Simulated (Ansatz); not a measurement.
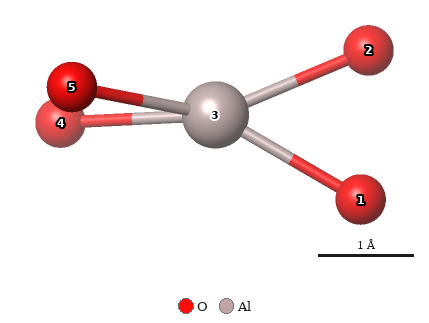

The starting structure (ball-and-stick view, seen at a tilt; atoms are numbered from 1 in the order of the input). Sticks mark near contacts. Bond lengths as drawn: Al–O 1.77 Å.

# AlO₄ (charge −1): geometry relaxation

The run: geometry relaxation of AlO₄, charge −1. Method and program: RKS r2SCAN-D4/def2-TZVPPD (Ansatz 0.2.0).

Figures and captions count atoms from 1; the log counts them from 0 in places.

Input
```yaml
crystal:
  periodic: [false, false, false]
  atoms:
    - { symbol: O, position_ang: [1.588803, -0.51950278, -0.58829172] }
    - { symbol: O, position_ang: [1.56405728, 0.56369667, 0.61322432] }
    - { symbol: Al, position_ang: [-1.165e-05, -6.53e-05, -2.277e-05] }
    - { symbol: O, position_ang: [-1.58061612, 0.57945821, -0.55324283] }
    - { symbol: O, position_ang: [-1.5722925, -0.6238168, 0.52825302] }
total_charge: -1
basis:
  gaussian: { orbitals: def2-TZVPPD.json }
hamiltonian:
  xc: r2scan
  dispersion: d4
relax:
  f_tol: 0.002
  max_steps: 150
```

Machine: 4 threads of Intel Xeon @ 2.50GHz (Skylake/Cascade Lake), 189 GiB of memory available, shared host.

Launch command:
```bash
ansatz run input.yaml --threads 4 --pin off --max-ram 10240MiB --backend cpu --events-out ev --progress --plain --runs-dir out
```

Output
```
The last accepted step is kept in [file] (removed where the run ends without a failure and the disk answers)
Engine: ansatz 0.2.0, x86_64-unknown-linux-gnu
Functional definition: r2SCAN
  parameter k0 = 0.174
  parameter k1 = 0.065
  parameter a1 = 4.9479
  exchange = r2scan_x(k0 = k0, k1 = k1, a1 = a1)
  correlation = r2scan_c
1037 factors; their error is unknown
mean field evaluation 1: about -14781.8601 eV, gradient 3.4e1 eV
mean field evaluation 2: about -14777.3675 eV, gradient 6.1e1 eV
mean field evaluation 4: about -14783.9943 eV, gradient 9.5e-1 eV
mean field evaluation 8: about -14783.9826 eV, gradient 3.3e-1 eV
mean field evaluation 16: about -14783.9827 eV, gradient 9.6e-6 eV
mean field -14783.98274150 eV, -543.3013448067 hartree, gradient 9.6e-6 eV, S^2 0.000000; 0 other end points of the search recorded, 0 dependent functions left out
the calculation of the forces begins
reference -14783.98275976 eV, -543.3013454778 hartree; 23, 23 occupied and 185, 185 virtual orbitals, 1037 factors
relax step   1: F+E_penalty+E_count = -14784.00712500 eV  Δ(F+E_penalty+E_count) = +0.000e0 eV  max|allowed force component| = 7.138e-1 eV/Å  Δτ_max = 0.0000 Å  (28 SCF iters, accepted)
these checks for a lower state are left out or cut short: starts, cluster_reference, orbital_swaps, neighbouring_geometries, increment
1037 factors; their error is unknown
mean field -14784.02573172 eV, -543.3029246680 hartree, gradient 1.2e-5 eV, S^2 0.000000; 0 other end points of the search recorded, 0 dependent functions left out
the calculation of the forces begins
reference -14784.02574996 eV, -543.3029253385 hartree; 23, 23 occupied and 185, 185 virtual orbitals, 1037 factors
relax step   2: F+E_penalty+E_count = -14784.05019286 eV  Δ(F+E_penalty+E_count) = -4.307e-2 eV  max|allowed force component| = 4.257e-1 eV/Å  Δτ_max = 0.0167 Å  (31 SCF iters, accepted)
these checks for a lower state are left out or cut short: starts, cluster_reference, orbital_swaps, neighbouring_geometries, increment
1037 factors; their error is unknown
mean field -14784.04755132 eV, -543.3037265238 hartree, gradient 1.4e-5 eV, S^2 0.000000; 0 other end points of the search recorded, 0 dependent functions left out
the calculation of the forces begins
reference -14784.04756954 eV, -543.3037271933 hartree; 23, 23 occupied and 185, 185 virtual orbitals, 1037 factors
relax step   3: F+E_penalty+E_count = -14784.07212150 eV  Δ(F+E_penalty+E_count) = -2.193e-2 eV  max|allowed force component| = 3.053e-2 eV/Å  Δτ_max = 0.0239 Å  (32 SCF iters, accepted)
these checks for a lower state are left out or cut short: starts, cluster_reference, orbital_swaps, neighbouring_geometries, increment
1037 factors; their error is unknown
mean field evaluation 32: about -14784.0612 eV, gradient 3.7e-1 eV
mean field -14784.04765938 eV, -543.3037304947 hartree, gradient 1.0e-5 eV, S^2 0.000000; 0 other end points of the search recorded, 0 dependent functions left out
the calculation of the forces begins
reference -14784.04767760 eV, -543.3037311643 hartree; 23, 23 occupied and 185, 185 virtual orbitals, 1037 factors
relax step   4: F+E_penalty+E_count = -14784.07222117 eV  Δ(F+E_penalty+E_count) = -9.968e-5 eV  max|allowed force component| = 1.162e-3 eV/Å  Δτ_max = 0.0015 Å  (34 SCF iters, accepted)
```

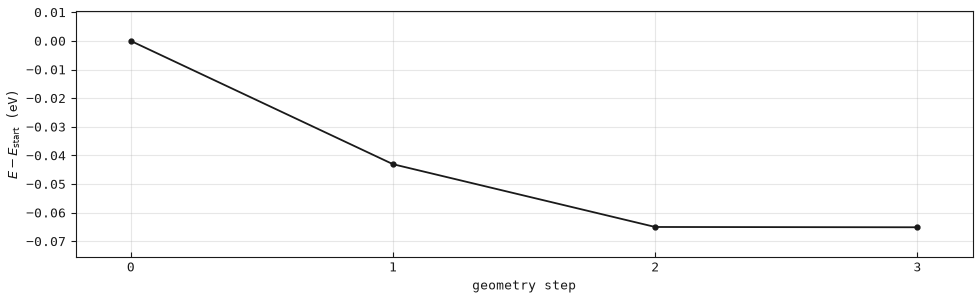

Progress of the relaxation, step by step (the first geometry is step 0 here and step 1 in the log).

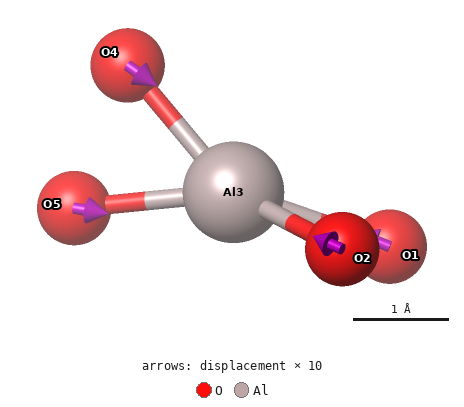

The starting structure with the displacements as pink arrows, magnified 10 times (ball-and-stick view, seen at a tilt). The two geometries are laid on each other by the best rigid fit. Over 3 geometry steps the energy falls by 0.065 eV. Largest force component: 0.71 eV/Å at the start, 0.0012 eV/Å at the end. The largest moves after the best rigid fit, 0.039 Å, are those of O1, O2, O4 and O5. Al stays in place. Distances before and after: Al3–O4 1.772 → 1.734 Å. (Atoms are counted from 1 in the order of the input.)

```
1037 factors; their error is unknown
mean field -14784.04765938 eV, -543.3037304947 hartree, gradient 1.0e-5 eV, S^2 0.000000; 1 other end points of the search recorded, 0 dependent functions left out
the calculation of the forces begins
reference -14784.04767760 eV, -543.3037311643 hartree; 23, 23 occupied and 185, 185 virtual orbitals, 1037 factors
Total energy: -14784.07223939 eV, -543.3046337936 hartree
Atom 0 at     1.550560    -0.514061    -0.582463 Å, force     0.001148     0.000440     0.000211 eV/Å
Atom 1 at     1.526098     0.557176     0.606794 Å, force     0.001162    -0.000409    -0.000194 eV/Å
Atom 2 at    -0.000012    -0.000046    -0.000016 Å, force    -0.000000     0.000002     0.000001 eV/Å
Atom 3 at    -1.542471     0.573396    -0.547476 Å, force    -0.001150    -0.000460     0.000148 eV/Å
Atom 4 at    -1.534235    -0.616696     0.523081 Å, force    -0.001160     0.000427    -0.000166 eV/Å
Dipole moment:     0.000000    -0.000000    -0.000000 e Å
```

Trajectory as extended XYZ (Å, eV, eV/Å), 4 frames, from step=1 to step=4
```
5
Properties=species:S:1:pos:R:3:forces:R:3 step=1 energy=-14784.00713
O     1.5888   -0.5195   -0.5883   -0.7138   0.3607   0.4050
O     1.5641    0.5637    0.6132   -0.6969  -0.3806  -0.4161
Al    0.0000   -0.0001    0.0000    0.0000   0.0002   0.0001
O    -1.5806    0.5795   -0.5532    0.7082  -0.4018   0.3750
O    -1.5723   -0.6238    0.5283    0.7025   0.4215  -0.3639
5
Properties=species:S:1:pos:R:3:forces:R:3 step=2 energy=-14784.05019
O     1.5725   -0.5173   -0.5858   -0.4257   0.2165   0.2430
O     1.5478    0.5611    0.6105   -0.4156  -0.2284  -0.2496
Al    0.0000   -0.0001    0.0000    0.0000   0.0001   0.0000
O    -1.5643    0.5770   -0.5508    0.4224  -0.2412   0.2250
O    -1.5560   -0.6209    0.5261    0.4189   0.2530  -0.2183
5
Properties=species:S:1:pos:R:3:forces:R:3 step=3 energy=-14784.07212
O     1.5491   -0.5141   -0.5823    0.0305  -0.0111  -0.0130
O     1.5246    0.5571    0.6066    0.0300   0.0119   0.0134
Al    0.0000    0.0000    0.0000    0.0000   0.0000   0.0000
O    -1.5410    0.5734   -0.5472   -0.0304   0.0124  -0.0122
O    -1.5327   -0.6166    0.5229   -0.0302  -0.0133   0.0117
5
Properties=species:S:1:pos:R:3:forces:R:3 step=4 energy=-14784.07222
O     1.5506   -0.5141   -0.5825    0.0011   0.0004   0.0002
O     1.5261    0.5572    0.6068    0.0012  -0.0004  -0.0002
Al    0.0000    0.0000    0.0000    0.0000   0.0000   0.0000
O    -1.5425    0.5734   -0.5475   -0.0011  -0.0005   0.0001
O    -1.5342   -0.6167    0.5231   -0.0012   0.0004  -0.0002
```

Key numbers

```tsv
quantity	value
outcome	converged
total energy	−14784.0722 eV
mean-field energy	−14784.0477 eV
SCF solution under orbital rotations	stable
largest force (length of the vector) at the end	0.001 eV/Å
wall time	27 s (CPU time 95 s)
peak memory	0.48 GiB
```
